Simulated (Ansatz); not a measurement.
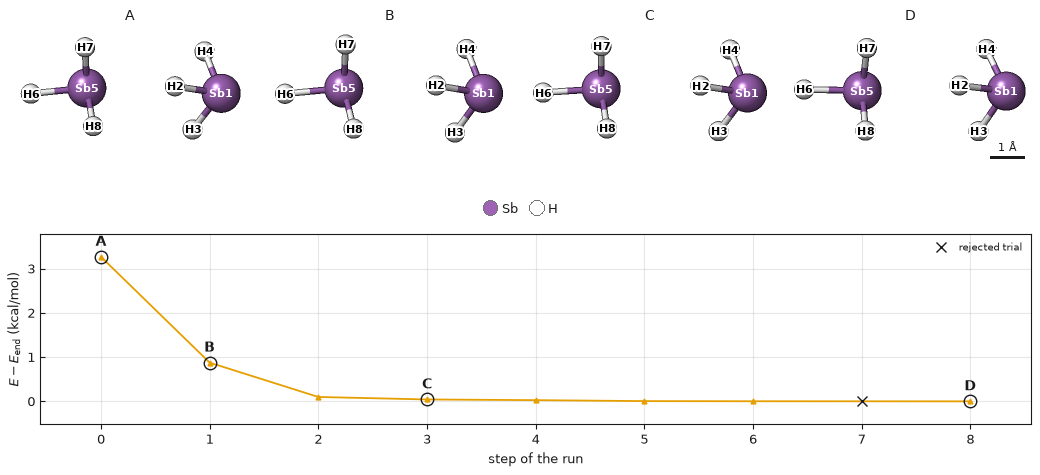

Frames of a relaxation of Sb2H6 (coarse preliminary run), marked on the history of the run. The picture is a ball-and-stick view, seen at a tilt.

Method: Ansatz, RKS PBE-D4/def2-SVP.

The input:
```yaml
crystal:
  periodic: [false, false, false]
  atoms:
    - {symbol: Sb, position_ang: [-0.077700, -0.153500, -2.552300]}
    - {symbol: H, position_ang: [0.610000, 0.830900, -1.375000]}
    - {symbol: H, position_ang: [0.180000, -1.483900, -1.557800]}
    - {symbol: H, position_ang: [-1.594900, 0.036100, -1.837500]}
    - {symbol: Sb, position_ang: [-0.285500, -0.299300, 1.578800]}
    - {symbol: H, position_ang: [0.217500, -0.073900, 3.174300]}
    - {symbol: H, position_ang: [-0.381400, 1.372200, 1.440300]}
    - {symbol: H, position_ang: [1.331900, -0.228400, 1.129100]}
basis:
  gaussian: {orbitals: def2-SVP}
hamiltonian: {xc: pbe, dispersion: d4}
relax: {f_tol: 0.03, max_steps: 250}
```

Launched with:
```bash
ansatz run in.yaml --threads 4 --pin off --events-out ev --progress --plain --max-ram 9574MiB
```

**Describe the path.**

The largest move after the best rigid fit is that of H8, 0.27 Å. By element the largest moves are H 0.27 Å, Sb 0.16 Å. Near-neighbour distances that change, for instance: Sb1–H2 1.682 → 1.734 Å, Sb5–H6 1.688 → 1.738 Å, Sb1–H4 1.688 → 1.734 Å. Bond angles that change, for instance: H6–Sb5–H7 87.8° → 90.4°. The energy falls by 3.27 kcal/mol in 7 accepted moves (8 points after the start). Largest force component: 1.2 eV/Å at the start, 0.0087 eV/Å at the end. The line search rejected the trial step at point 7 of the run. The forces were under the threshold at step 3, but the run went on from there. From step 0 to 1: H6 moves most (0.19 Å), energy −2.39 kcal/mol. From step 1 to 3: H8 moves most (0.20 Å), energy −0.83 kcal/mol. From step 3 to 8: H7 moves most (0.17 Å), energy −0.04 kcal/mol.

```csv
step,"E − E(0), kcal/mol","largest force component, eV/Å",note
0,0.00,1.1857,
1,-2.39,0.2960,
2,-3.17,0.0373,
3,-3.22,0.0223,
4,-3.24,0.0471,
5,-3.26,0.0056,
6,-3.27,0.0135,
7,-3.26,0.0358,rejected
8,-3.27,0.0087,
```

Limits of the set-up: the start holds two separate molecules, 2.8 Å apart at their closest, whose relative position is a soft coordinate.
